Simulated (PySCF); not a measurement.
C₆H₁₀ClFSi

```xyz
19

C     3.4259   -0.2996    0.0471
C     2.1537   -0.3968    0.3774
F     1.7812   -0.2176    1.6688
C     0.9862   -0.6631   -0.5253
C     0.2998    0.6305   -0.8716
Cl    1.0709    1.4903   -2.1771
C    -0.7585    1.1619   -0.2741
C    -1.5224    0.5549    0.8465
Si   -2.9942   -0.4733    0.1815
H     4.1790   -0.0778    0.7814
H     3.7401   -0.4343   -0.9698
H     0.2815   -1.3248   -0.0193
H     1.3411   -1.1425   -1.4372
H    -1.1403    2.1037   -0.6431
H    -0.8835   -0.0688    1.4684
H    -1.9060    1.3521    1.4824
H    -2.4716   -1.5981   -0.5971
H    -3.8269    0.3733   -0.6712
H    -3.7660   -0.9605    1.3249
```

Geometry: GFN2-xTB.

Level of theory: PBE0/pcSseg-1, SCF density, gas phase, non-relativistic in PySCF 2.14.0.

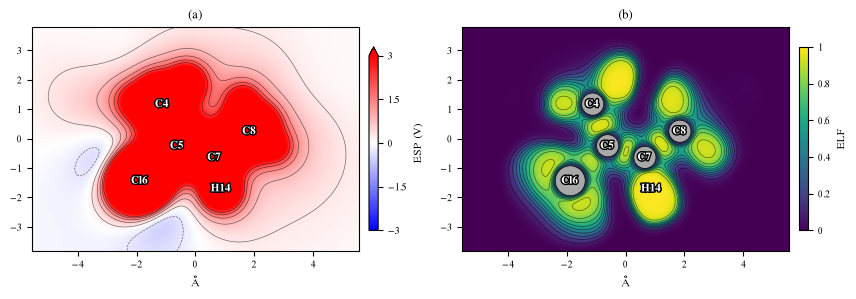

Figure 1. (a) molecular electrostatic potential; (b) ELF on the plane of atoms Cl6, C5 and C7. Grey discs cover the atomic cores in the ELF map.

**Read the bonding off the picture.**

Atoms in the plane: C, Cl and H. C–C (1.33 Å): the ELF peaks at about 0.90 between the atoms; a multiple bond. C–Cl (1.74 Å): the ELF peaks at about 0.90 between the atoms (localised, covalent bonding). C–H (1.08 Å): the ELF climbs to about 1 towards the hydrogen, as it does in any bond to H (an ordinary covalent bond to hydrogen). C–C (1.49 Å): the ELF peaks at about 0.95 between the atoms: localised, covalent bonding. The ELF also peaks beside Cl6, away from the bonds: lone-pair regions. Outside the dense part of the molecule the potential is most negative (−0.5 V) near Cl6.

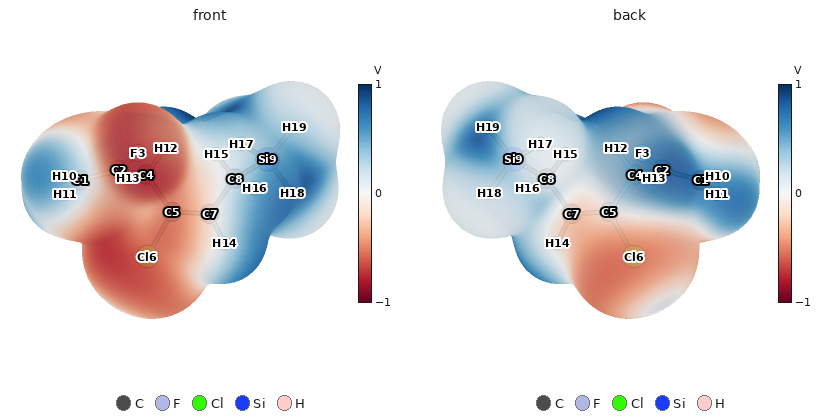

Figure 2. The electrostatic potential painted on the density surface at 0.001 e/bohr³, seen from the front and from behind; the colour scale runs from red (negative) to blue (positive).

**Describe the electrostatic potential map.**

The most negative region (about −0.7 V) lies over C1, F3 and Cl6, the most positive (about +0.9 V) over Si9, H12 and H15.

**How polar is the molecule by this calculation?**

Its dipole moment is 1.16 D.
